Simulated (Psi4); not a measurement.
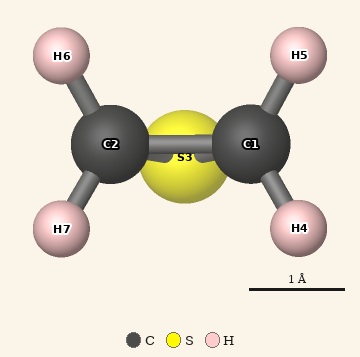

Fig. 1: The input geometry (ball-and-stick view, seen on its broad side; atoms are numbered from 1 in the order of the input). Bond lengths as drawn: C–C 1.48 Å, C–H 1.08 Å and C–S 1.80 Å.

# Run report: C2H4S, single-point calculation

The run: single-point calculation of C2H4S. Method and program: BP86/pcseg-3, RKS (Psi4 1.11).

The geometry comes from this level: PBE0-D4/def2-TZVP.

## Output
```
Psi4 1.11 release

   => Loading Basis Set <=

    Name: PCSEG-3
    Role: ORBITAL
    Keyword: BASIS

         ---------------------------------------------------------
                                   SCF
                              RKS Reference
                        1 Threads,   1525 MiB Core
         ---------------------------------------------------------

  ==> Geometry <==

    Molecular point group: c1
    Full point group: C1

    Geometry (in Angstrom), charge = 0, multiplicity = 1:

       Center              X                  Y                   Z               Mass
    ------------   -----------------  -----------------  -----------------  -----------------
         C           -0.067877263834     0.584085314712    -0.966560087604    12.000000000000
         C            1.048652736166     0.424525314712    -0.010910087604    12.000000000000
         S           -0.450217263834    -0.462994685288     0.448699912396    31.972071174400
         H           -0.000847263834     0.072175314712    -1.919710087604     1.007825032230
         H           -0.584157263834     1.536855314712    -0.993660087604     1.007825032230
         H            1.303192736166     1.267125314712     0.621759912396     1.007825032230
         H            1.886502736166    -0.197544685288    -0.304300087604     1.007825032230

  Running in c1 symmetry.

  Rotational constants: A =      0.74019  B =      0.36676  C =      0.27190 [cm^-1]
  Rotational constants: A =  22190.34575  B =  10995.22083  C =   8151.31139 [MHz]
  Nuclear repulsion =  101.815066985219474

  Charge       = 0
  Multiplicity = 1
  Electrons    = 32
  Nalpha       = 16
  Nbeta        = 16

  ==> Algorithm <==

  SCF Algorithm Type is DF.
  DIIS enabled.
  MOM disabled.
  Fractional occupation disabled.
  Guess Type is SAD.
  Energy threshold   = 1.00e-06
  Density threshold  = 1.00e-06
  Integral threshold = 1.00e-12

  ==> Primary Basis <==

  Basis Set: PCSEG-3
    Blend: PCSEG-3
    Number of shells: 94
    Number of basis functions: 316
    Number of Cartesian functions: 384
    Spherical Harmonics?: true
    Max angular momentum: 4

  ==> DFT Potential <==

   => LibXC <=

    Version 7.1.2

   => Composite Functional: BP86 <=

    BP86 GGA Exchange-Correlation Functional

    Deriv               =              1
    GGA                 =           TRUE
    Meta                =          FALSE

    Exchange Hybrid     =          FALSE
    MP2 Hybrid          =          FALSE

   => Exchange Functionals <=

    1.0000     XC_GGA_X_B88

   => Correlation Functionals <=

    1.0000     XC_GGA_C_P86

   => LibXC Density Thresholds  <==

    XC_GGA_C_P86:  1.00E-15
    XC_GGA_X_B88:  1.00E-15

   => Molecular Quadrature <=

    Radial Scheme          =       TREUTLER
    Pruning Scheme         =           NONE
    Nuclear Scheme         =       TREUTLER

    Blocking Scheme        =         OCTREE
    BS radius alpha        =              1
    Pruning alpha          =              1
    Radial Points          =             99
    Spherical Points       =            590
    Total Points           =         390679
    Total Blocks           =           2825
    Max Points             =            256
    Max Functions          =            304
    Weights Tolerance      =       1.00E-15

   => Loading Basis Set <=

    Name: (PCSEG-3 AUX)
    Role: JKFIT
    Keyword: DF_BASIS_SCF

  ==> Integral Setup <==

  DFHelper Memory: AOs need 0.276 GiB; user supplied 0.276 GiB.
  SCF_SUBTYPE=INCORE selected. In-core MEM_DF algorithm will be used.
  Using in-core AOs.

  ==> MemDFJK: Density-Fitted J/K Matrices <==

    J tasked:                   Yes
    K tasked:                    No
    wK tasked:                   No
    Memory [MiB]:               282
    Algorithm:                 Core
    Schwarz Cutoff:           1E-12
    Mask sparsity (%):       2.3173
    Fitting Condition:        1E-10

   => Auxiliary Basis Set <=

  Basis Set: (PCSEG-3 AUX)
    Blend: DEF2-UNIVERSAL-JKFIT
    Number of shells: 112
    Number of basis functions: 350
    Number of Cartesian functions: 413
    Spherical Harmonics?: true
    Max angular momentum: 4

  Cached 25.0% of DFT collocation blocks in 0.672 [GiB].

  Minimum eigenvalue in the overlap matrix is 6.8588825332E-05.
  Reciprocal condition number of the overlap matrix is 6.3952781916E-06.
    Using symmetric orthogonalization.

  ==> Pre-Iterations <==

  SCF Guess: Superposition of Atomic Densities via on-the-fly atomic UHF (no occupation information).

   -------------------------
    Irrep   Nso     Nmo
   -------------------------
     A        316     316
   -------------------------
    Total     316     316
   -------------------------

  ==> Iterations <==

                           Total Energy        Delta E     RMS |[F,P]|

   @DF-RKS iter SAD:  -476.59919277865959   -4.76599e+02   0.00000e+00
   @DF-RKS iter   1:  -476.27610604863838    3.23087e-01   3.52298e-03 DIIS/ADIIS
   @DF-RKS iter   2:  -474.29433216240875    1.98177e+00   6.41438e-03 DIIS/ADIIS
   @DF-RKS iter   3:  -476.86832228036837   -2.57399e+00   6.46890e-04 DIIS/ADIIS
   @DF-RKS iter   4:  -476.87609352018342   -7.77124e-03   4.93432e-04 DIIS/ADIIS
   @DF-RKS iter   5:  -476.88990708038898   -1.38136e-02   1.22716e-04 DIIS/ADIIS
   @DF-RKS iter   6:  -476.89069421842078   -7.87138e-04   1.94405e-05 DIIS
   @DF-RKS iter   7:  -476.89070927916600   -1.50607e-05   3.36017e-06 DIIS
   @DF-RKS iter   8:  -476.89070985950747   -5.80341e-07   7.71022e-07 DIIS
  Energy and wave function converged.

  ==> Post-Iterations <==

   Electrons on quadrature grid:
      Ntotal   =   32.0000001882 ; deviation = 1.882e-07

    Orbital Energies [Eh]
    ---------------------

    Doubly Occupied:

       1A    -88.079728     2A     -9.941516     3A     -9.941322
       4A     -7.671643     5A     -5.692768     6A     -5.690001
       7A     -5.681462     8A     -0.800874     9A     -0.566104
      10A     -0.563191    11A     -0.451412    12A     -0.415041
      13A     -0.347419    14A     -0.297621    15A     -0.292048
      16A     -0.200166

    Virtual:

      17A     -0.035305    18A     -0.006029    19A      0.015372
      20A      0.017819    21A      0.029110    22A      0.062318
      23A      0.068934    24A      0.090597    25A      0.091507
      26A      0.119967    27A      0.125454    28A      0.126081
      29A      0.133268    30A      0.155693    31A      0.168781
      32A      0.190011    33A      0.197488    34A      0.204235
      35A      0.225037    36A      0.228129    37A      0.250323
      38A      0.254697    39A      0.304988    40A      0.321127
      41A      0.340860    42A      0.367239    43A      0.368358
      44A      0.385509    45A      0.400471    46A      0.439811
      47A      0.441601    48A      0.485656    49A      0.498595
      50A      0.510651    51A      0.510904    52A      0.512288
      53A      0.541153    54A      0.541303    55A      0.543695
      56A      0.581054    57A      0.582531    58A      0.612151
      59A      0.622121    60A      0.645809    61A      0.719754
      62A      0.743646    63A      0.744502    64A      0.750468
      65A      0.768758    66A      0.778454    67A      0.810580
      68A      0.846081    69A      0.860079    70A      0.866784
      71A      0.891968    72A      0.909858    73A      0.936140
      74A      0.967634    75A      0.973915    76A      0.984529
      77A      1.004657    78A      1.053631    79A      1.068147
      80A      1.184631    81A      1.232006    82A      1.256692
      83A      1.278366    84A      1.325942    85A      1.338484
      86A      1.413476    87A      1.421542    88A      1.439107
      89A      1.463626    90A      1.468802    91A      1.523457
      92A      1.537101    93A      1.550608    94A      1.560024
      95A      1.597588    96A      1.601301    97A      1.635183
      98A      1.640017    99A      1.649949   100A      1.686594
     101A      1.723504   102A      1.766626   103A      1.781525
     104A      1.831318   105A      1.835343   106A      1.843851
     107A      1.883664   108A      1.932075   109A      1.938308
     110A      1.984582   111A      1.991336   112A      1.995252
     113A      2.019372   114A      2.062006   115A      2.093471
     116A      2.098725   117A      2.108017   118A      2.205667
     119A      2.258453   120A      2.278978   121A      2.313111
     122A      2.330610   123A      2.342799   124A      2.346353
     125A      2.385591   126A      2.426637   127A      2.431718
     128A      2.490612   129A      2.545451   130A      2.597465
     131A      2.650140   132A      2.661305   133A      2.696424
     134A      2.706514   135A      2.748602   136A      2.775185
     137A      2.808719   138A      2.834598   139A      2.906960
     140A      3.041989   141A      3.061452   142A      3.063813
     143A      3.087078   144A      3.100271   145A      3.111297
     146A      3.190645   147A      3.228380   148A      3.286327
     149A      3.330563   150A      3.379547   151A      3.429432
     152A      3.433170   153A      3.470964   154A      3.532759
     155A      3.556098   156A      3.560273   157A      3.604943
     158A      3.628006   159A      3.693626   160A      3.721016
     161A      3.753941   162A      3.785033   163A      3.815904
     164A      3.903963   165A      3.912642   166A      3.977952
     167A      3.993606   168A      4.004984   169A      4.027676
     170A      4.098195   171A      4.157438   172A      4.318176
     173A      4.527381   174A      4.565136   175A      4.598755
     176A      4.630047   177A      4.644601   178A      4.783445
     179A      4.839065   180A      4.913244   181A      4.927566
     182A      4.932338   183A      4.935750   184A      5.044792
     185A      5.117593   186A      5.188002   187A      5.202840
     188A      5.221251   189A      5.279021   190A      5.287640
     191A      5.294189   192A      5.331358   193A      5.472491
     194A      5.483359   195A      5.621853   196A      5.631812
     197A      5.660883   198A      5.665187   199A      5.722561
     200A      5.775815   201A      5.787958   202A      5.836447
     203A      5.897239   204A      6.102018   205A      6.315116
     206A      6.363211   207A      6.411439   208A      6.436704
     209A      6.438971   210A      6.586518   211A      6.728098
     212A      6.750616   213A      6.806131   214A      6.847221
     215A      6.960524   216A      7.029623   217A      7.049538
     218A      7.079688   219A      7.202269   220A      7.322279
     221A      7.325435   222A      7.377104   223A      7.393429
     224A      7.394976   225A      7.461521   226A      7.532115
     227A      7.533508   228A      7.630513   229A      7.659186
     230A      7.724559   231A      7.777167   232A      7.788333
     233A      7.806066   234A      7.831603   235A      7.871721
     236A      7.906224   237A      7.989524   238A      7.991390
     239A      8.045848   240A      8.093855   241A      8.130258
     242A      8.131459   243A      8.154188   244A      8.375795
     245A      8.541809   246A      8.665405   247A      8.692996
     248A      8.795745   249A      8.797103   250A      8.855381
     251A      8.855835   252A      9.037970   253A      9.040937
     254A      9.052942   255A      9.155771   256A      9.171148
     257A      9.193656   258A      9.263074   259A      9.284745
     260A      9.343443   261A      9.356309   262A      9.379941
     263A      9.470155   264A      9.474861   265A      9.792236
     266A      9.824816   267A      9.944535   268A      9.978865
     269A     10.123854   270A     10.311846   271A     10.358219
     272A     10.487568   273A     10.606612   274A     10.615327
     275A     10.708227   276A     10.838002   277A     10.903531
     278A     10.938848   279A     11.431810   280A     11.457302
     281A     11.507316   282A     11.621862   283A     11.706536
     284A     12.053012   285A     12.119260   286A     12.279411
     287A     16.541056   288A     16.595887   289A     16.645901
     290A     16.661479   291A     16.887048   292A     16.938955
     293A     16.950307   294A     17.129735   295A     17.132025
     296A     17.353781   297A     19.179735   298A     19.180713
     299A     19.195708   300A     19.225951   301A     19.284367
     302A     19.294014   303A     19.332395   304A     19.399119
     305A     19.429828   306A     19.451138   307A     19.513660
     308A     19.637763   309A     19.755532   310A     20.223293
     311A     20.283563   312A     20.449512   313A     20.560125
     314A     21.270389   315A     25.803346   316A     26.399564

    Final Occupation by Irrep:
              A
    DOCC [    16 ]
    NA   [    16 ]
    NB   [    16 ]

  @DF-RKS Final Energy:  -476.89070985950747

   => Energetics <=

    Nuclear Repulsion Energy =            101.8150669852194738
    One-Electron Energy =                -857.0260686266522043
    Two-Electron Energy =                 316.4081761230315806
    DFT Exchange-Correlation Energy =     -38.0878843411063031
    Empirical Dispersion Energy =           0.0000000000000000
    VV10 Nonlocal Energy =                  0.0000000000000000
    Total Energy =                       -476.8907098595074672

Computation Completed

Properties will be evaluated at   0.000000,   0.000000,   0.000000 [a0]

Properties computed using the SCF density matrix

 Multipole Moments:

 ------------------------------------------------------------------------------------
     Multipole            Electronic (a.u.)      Nuclear  (a.u.)        Total (a.u.)
 ------------------------------------------------------------------------------------

 L = 1.  Multiply by 2.5417464519 to convert [e a0] to [Debye]
 Dipole X            :         -2.0172933            2.4299375            0.4126442
 Dipole Y            :         -2.0745422            2.4988984            0.4243562
 Dipole Z            :          2.0104904           -2.4217460           -0.4112556
 Magnitude           :                                                    0.7207528

 ------------------------------------------------------------------------------------

	total time  =        125 seconds =       2.08 minutes

  Variable Map:
  ----------------------------------------------------------------------------
  "CURRENT ENERGY"              =>    -476.890709859507
  "CURRENT REFERENCE ENERGY"    =>    -476.890709859507
  "DD SOLVATION ENERGY"         =>       0.000000000000
  "DFT FUNCTIONAL TOTAL ENERGY" =>    -476.890709859507
  "DFT TOTAL ENERGY"            =>    -476.890709859507
  "DFT VV10 ENERGY"             =>       0.000000000000
  "DFT XC ENERGY"               =>     -38.087884341106
  "GRID ELECTRONS ALPHA"        =>      16.000000094116
  "GRID ELECTRONS BETA"         =>      16.000000094116
  "GRID ELECTRONS TOTAL"        =>      32.000000188231
  "NUCLEAR REPULSION ENERGY"    =>     101.815066985219
  "ONE-ELECTRON ENERGY"         =>    -857.026068626652
  "PCM POLARIZATION ENERGY"     =>       0.000000000000
  "PE ENERGY"                   =>       0.000000000000
  "SCF ITERATION ENERGY"        =>    -476.890709859507
  "SCF ITERATIONS"              =>       8.000000000000
  "SCF TOTAL ENERGY"            =>    -476.890709859507
  "TWO-ELECTRON ENERGY"         =>     316.408176123032
  "XC GRID RADIAL POINTS"       =>      99.000000000000
  "XC GRID SPHERICAL POINTS"    =>     590.000000000000
  "XC GRID TOTAL POINTS"        =>  390679.000000000000

  Array Variable Map:
  ----------------------------------------------------------------------------
  "CURRENT DIPOLE"              =>       0.412644195696 ... -0.411255617752 1 by 3
  "SCF DIPOLE"                  =>       0.412644195696 ... -0.411255617752 1 by 3
  "SCF TOTAL ENERGIES"          =>    -476.599192778660 ... -476.890709859507 1 by 9

    Psi4 run time: 0:02:05.35
```

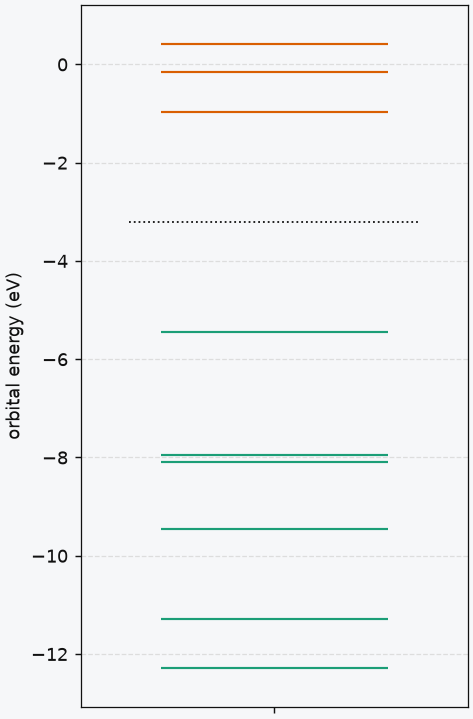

Fig. 2: Orbital energies near the frontier; the dotted line parts filled from empty levels, and levels within 0.02 eV of each other stand side by side. Highest filled −5.45 eV, lowest empty −0.96 eV, 4.49 eV apart.

This output came from the following input.

## Input file (c2h4s.dat)
```
memory 1600 MB

molecule m {
  C     -0.515770     0.123480    -0.520180
  C      0.600760    -0.036080     0.435470
  S     -0.898110    -0.923600     0.895080
  H     -0.448740    -0.388430    -1.473330
  H     -1.032050     1.076250    -0.547280
  H      0.855300     0.806520     1.068140
  H      1.438610    -0.658150     0.142080
  symmetry c1
}

set {
  puream true
  scf_type df
  dft_radial_points 99
  dft_spherical_points 590
}

E, wfn = energy('bp86/pcseg-3', return_wfn=True)
print_variables()
```

Launch command:
```bash
psi4 c2h4s.dat c2h4s.out -n 1
```

## Results in brief

```csv
quantity,value
outcome,converged
total energy,−476.890710 hartree
basis functions,316
HOMO,−5.45 eV
LUMO,−0.96 eV
dipole moment,1.83 D
hardware,"1 thread of Intel Xeon @ 2.70GHz, 189 GiB of memory available, shared host"
wall time,2.1 min
peak memory,1.2 GiB
```
